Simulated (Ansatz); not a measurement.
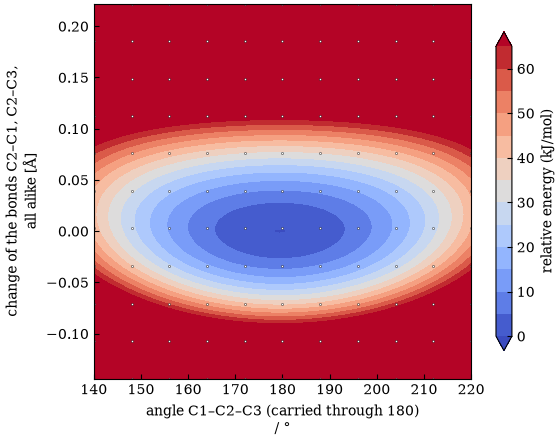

C₃H₃BrS, SMILES C=C=C(S)Br. The first coordinate is: angle C1–C2–C3 (carried through 180); the second: change of the bonds C2–C1, C2–C3, all alike. Nothing is relaxed (all other coordinates rigid). The grid has 11 × 11 points. Points are written as (first, second). Energies are in kJ/mol, from the lowest grid point. Level of theory: RKS PBE0-D4/def2-SVP in Ansatz 0.2.0.

Drawn: filled contours, dots at the grid points, one colour for all values above the top of the scale. Between grid points the surface is interpolated.

### Estimate the position of the minimum and the force constants in these coordinates.

The interpolated minimum is at the first coordinate ≈ 179°, the second coordinate ≈ 0.000 Å. The curvatures there are about 1.8 eV/rad² and 139 eV/Å², with a cross term of about 0 eV/(rad·Å). Round the minimum the two coordinates are nearly uncoupled. (1 eV is 96.5 kJ/mol.)
